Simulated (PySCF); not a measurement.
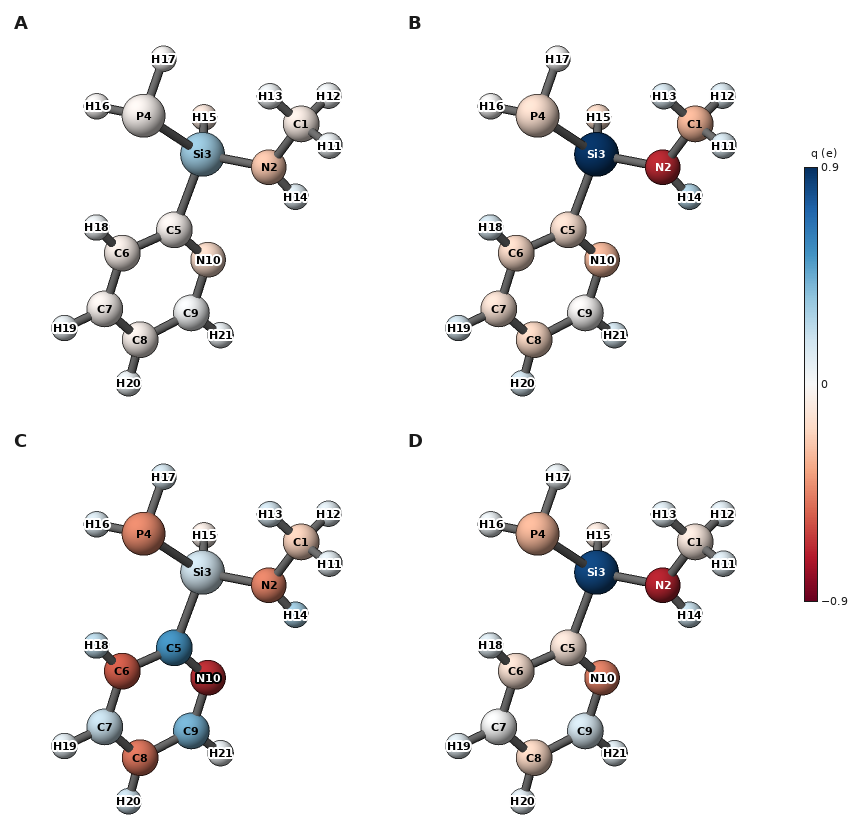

Atomic charges of one calculation by 4 schemes, on one colour scale. Computed geometry: GFN2-xTB optimisation. No frequency run is at hand to confirm it as a minimum. Level of theory: PBE0/pcSseg-1 (PySCF 2.14.0).

> The schemes are ESP-fitted, Hirshfeld, IAO, Mulliken. Which panel shows which?

A Hirshfeld, B IAO, C ESP-fitted, D Mulliken.

List the charges (e), one line for each set of equivalent atoms.

| atom | Hirshfeld | IAO | ESP-fitted | Mulliken |
| --- | --- | --- | --- | --- |
| C1 | −0.07 | −0.29 | −0.20 | −0.09 |
| N2 | −0.25 | −0.67 | −0.44 | −0.68 |
| Si3 | 0.32 | 0.88 | 0.17 | 0.81 |
| P4 | −0.03 | −0.14 | −0.43 | −0.30 |
| C5 | −0.03 | −0.14 | 0.53 | −0.11 |
| C6 | −0.05 | −0.17 | −0.54 | −0.13 |
| C7 | −0.03 | −0.12 | 0.20 | 0.00 |
| C8 | −0.05 | −0.18 | −0.48 | −0.18 |
| C9 | 0.02 | −0.01 | 0.42 | 0.15 |
| N10 | −0.15 | −0.28 | −0.66 | −0.45 |
| H11 | 0.04 | 0.15 | 0.08 | 0.12 |
| H12 | 0.03 | 0.12 | 0.09 | 0.10 |
| H13 | 0.04 | 0.14 | 0.16 | 0.11 |
| H14 | 0.11 | 0.26 | 0.31 | 0.20 |
| H15 | −0.09 | −0.16 | −0.06 | −0.09 |
| H16 | −0.01 | 0.00 | 0.12 | 0.06 |
| H17 | −0.01 | 0.00 | 0.15 | 0.06 |
| H18 | 0.04 | 0.15 | 0.24 | 0.11 |
| H19 | 0.06 | 0.16 | 0.09 | 0.10 |
| H20 | 0.06 | 0.16 | 0.19 | 0.10 |
| H21 | 0.05 | 0.16 | 0.04 | 0.10 |

The geometry is semi-empirical. Around P, Si such bond lengths and angles can be off by a tenth of an ångström or more and by several degrees, and values that hang on the shape move with them.
